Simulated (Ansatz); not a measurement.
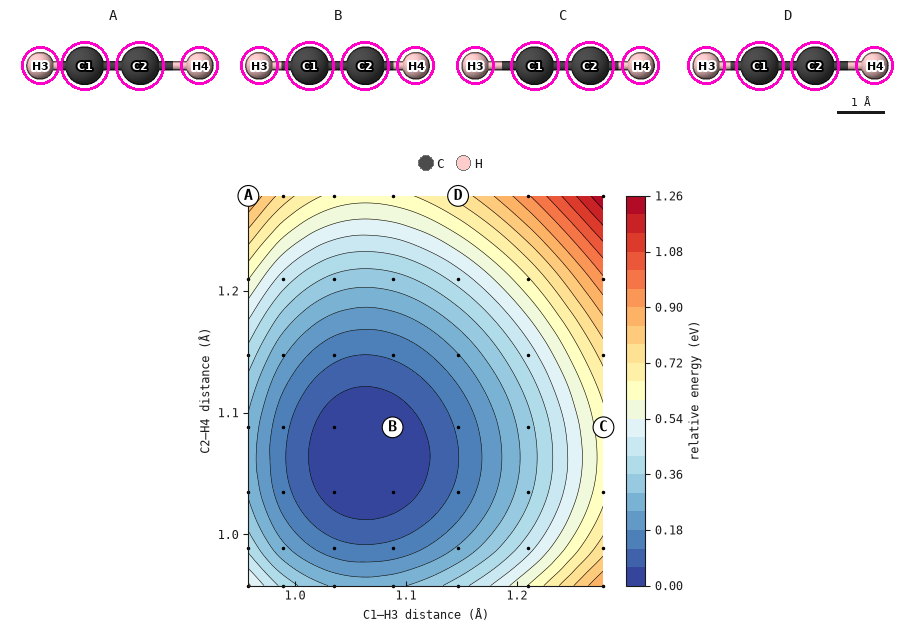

Energy scan for C$_{2}$H$_{2}$, in which the C1–H3 distance and the C2–H4 distance are varied on a grid, with the rest of the molecule carried along rigidly. The map is interpolated between the computed points (dots). The lettered frames are marked on it. The picture is a ball-and-stick view, seen face on. The ringed atoms are those of the scanned coordinates.

Computed with Ansatz: CCSD(T), basis def2-TZVPP, on geometries moved rigidly from the minimum at PBE0-D4/def2-TZVP. Coupled cluster with a frozen core. Energies are counted from the PBE0-D4/def2-TZVP minimum geometry at the same level.

Q: Describe the energy landscape.

A: In pairs of (C1–H3 distance (Å); C2–H4 distance (Å)): the lowest computed point lies at (1.088, 1.088) (0.022 eV), the highest at (1.278, 1.278) (1.250 eV).  Over the ranges scanned the energy rises by about as much along both axes. The frames lie at A (0.958, 1.278): 0.901 eV, B (1.088, 1.088): 0.022 eV, C (1.278, 1.088): 0.636 eV, D (1.147, 1.278): 0.743 eV.

The computed points:

Rows: C1–H3 distance (Å); columns: C2–H4 distance (Å); values in eV.

|  | 0.958 | 0.989 | 1.035 | 1.088 | 1.147 | 1.210 | 1.278 |
| --- | --- | --- | --- | --- | --- | --- | --- |
| 0.958 | 0.550 | 0.404 | 0.293 | 0.286 | 0.393 | 0.602 | 0.901 |
| 0.989 | 0.404 | 0.258 | 0.147 | 0.140 | 0.247 | 0.456 | 0.755 |
| 1.035 | 0.293 | 0.147 | 0.035 | 0.029 | 0.136 | 0.344 | 0.643 |
| 1.088 | 0.286 | 0.140 | 0.029 | 0.022 | 0.129 | 0.338 | 0.636 |
| 1.147 | 0.393 | 0.247 | 0.136 | 0.129 | 0.236 | 0.445 | 0.743 |
| 1.210 | 0.602 | 0.456 | 0.344 | 0.338 | 0.445 | 0.654 | 0.952 |
| 1.278 | 0.901 | 0.755 | 0.643 | 0.636 | 0.743 | 0.952 | 1.250 |
